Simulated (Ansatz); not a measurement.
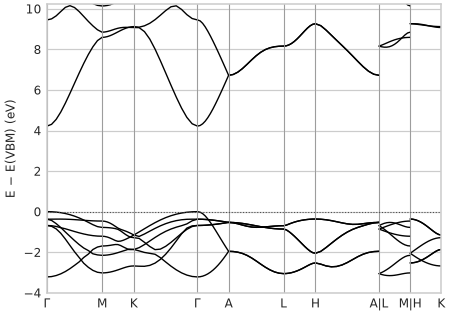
Figure. Band structure from r²SCAN in the plane-wave PAW code Ansatz

**Question.** Read off the gap and where the band edges lie.

**Answer.** About 4.2 eV (4.22 eV by a search for the band edges); maximum at Γ, minimum at Γ.

**Question.** Which compound is it?
A. GaN, wurtzite
B. CaO, P6_3/mmc (Ca on 2d, O on 2c)
C. CaAl2O4, P6_3 (Pearson symbol hP42)
D. MgO, wurtzite

**Answer.** D, MgO, wurtzite

Space group P6_3mc (wurtzite). The first step of the workflow began from a Materials Project structure, measured or hypothetical; the Crystallography Open Database copy checked does not list it. It is not the phase usual at ambient conditions (space group No. 225). The cell was relaxed with r²SCAN under the symmetry of its start; whether a distortion lowers the energy is not shown.

Potentials: the earlier of the program's two PAW sets.
